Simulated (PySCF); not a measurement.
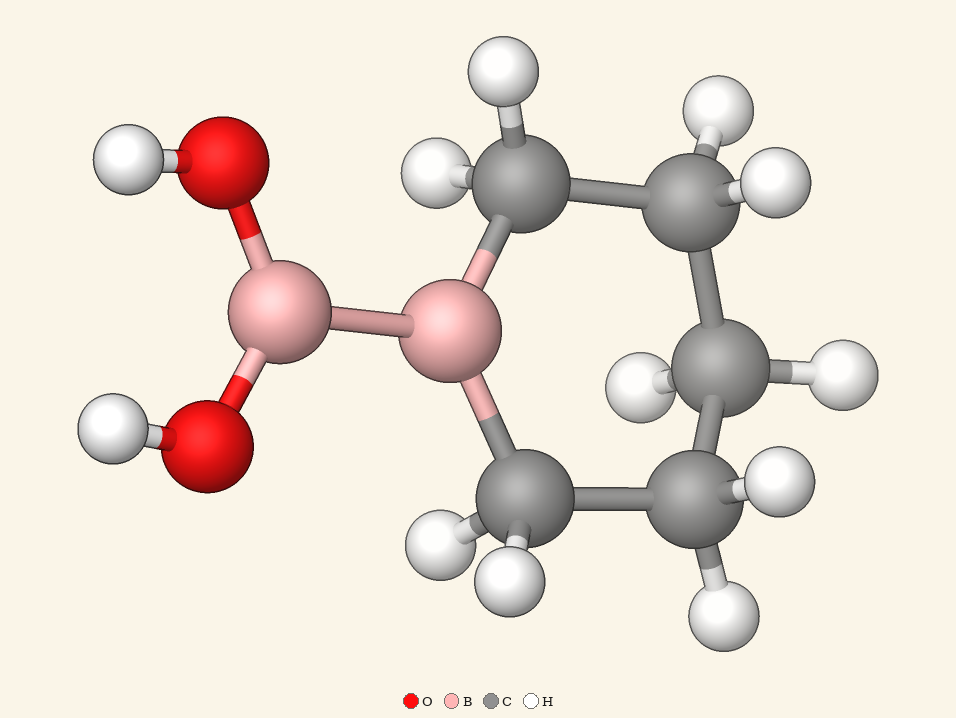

The computed structure is the end point of a PBE0-D3(BJ)/def2-SVP optimisation. No frequency run is at hand to confirm it as a minimum.

> Which formula does it have?

C₅H₁₂B₂O₂, 21 atoms: 5 carbon, 12 hydrogen, 2 boron and 2 oxygen.

> Count the bonded pairs by element.

10 C–H, 4 C–C, 2 B–O, 2 C–B, 2 O–H, 1 B–B.

More results for the same structure follow; atom numbers are the same in all pictures, views and colours differ.

### Core levels

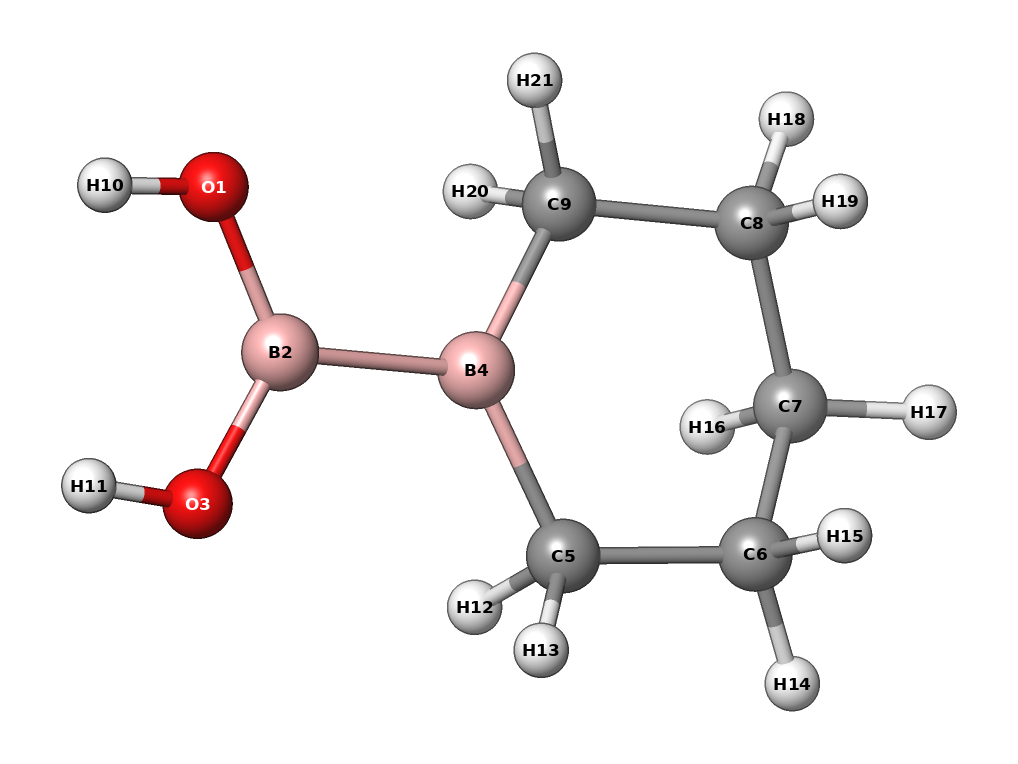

No frequency run is at hand to confirm it as a minimum. Properties computed with delta-SCF UKS SCAN, pcX-2 on the ionised atom, pcseg-1 elsewhere, spin-free X2C (PySCF 2.14.0).

Give the core-electron binding energies (to vacuum) of O1 1s, B2 1s, B4 1s, C5 1s, C6 1s, C7 1s.

```tsv
atom	level	binding energy (eV)
O1	1s	539.0
B2	1s	196.7
B4	1s	194.7
C5	1s	289.5
C6	1s	290.0
C7	1s	290.0
```

### Bond orders

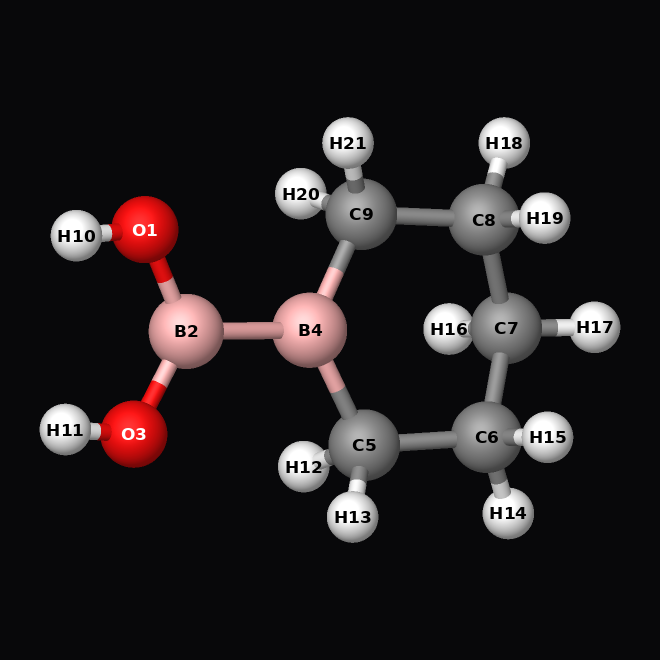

Every bond is drawn as one stick. No frequency run is at hand to confirm it as a minimum. Method: PBE0/pcSseg-1 in acetonitrile (IEF-PCM) (PySCF 2.14.0).

List the Mayer bond orders of O1–B2, B2–O3, B2–B4, B4–C5, C6–C7, C5–C6 (bonds between heavy atoms, one of each equivalent set). Atoms whose distances differ by more than 0.02 Å in this geometry are listed apart.

| bond | Mayer order | length (Å) |
| --- | --- | --- |
| O1–B2 | 1.23 | 1.369 |
| B2–O3 | 1.23 | 1.369 |
| B2–B4 | 0.97 | 1.729 |
| B4–C5 | 0.98 | 1.568 |
| C6–C7 | 1.04 | 1.526 |
| C5–C6 | 1.05 | 1.528 |

### NMR shielding

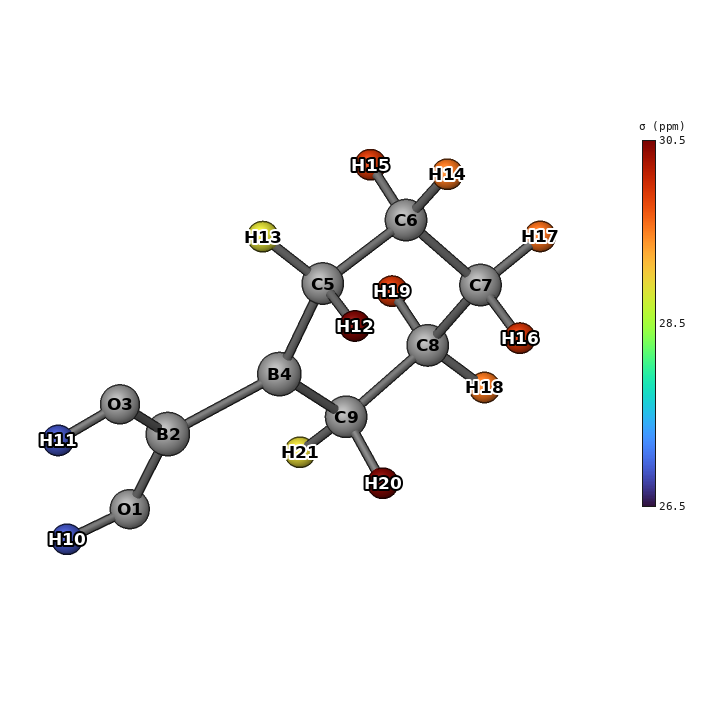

Atoms are coloured by their isotropic NMR shieldings (H only, the others grey). No frequency run is at hand to confirm it as a minimum. Method: GIAO PBE0/pcSseg-1 NMR shielding, non-relativistic, IEF-PCM acetonitrile (PySCF 2.14.0).

> Which H atom is the most shielded (lowest chemical shift)?

H12 (30.47 ppm).

> Which H atom is the least shielded (highest chemical shift)?

H10 (26.88 ppm).

> How wide is the range of H shifts?

3.59 ppm.

Give the isotropic NMR shieldings of the H atoms atom by atom.

```tsv
atom	σ (ppm)
H10	26.88
H11	26.89
H12	30.47
H13	28.89
H14	29.54
H15	29.91
H16	29.96
H17	29.58
H18	29.54
H19	29.92
H20	30.45
H21	28.92
```
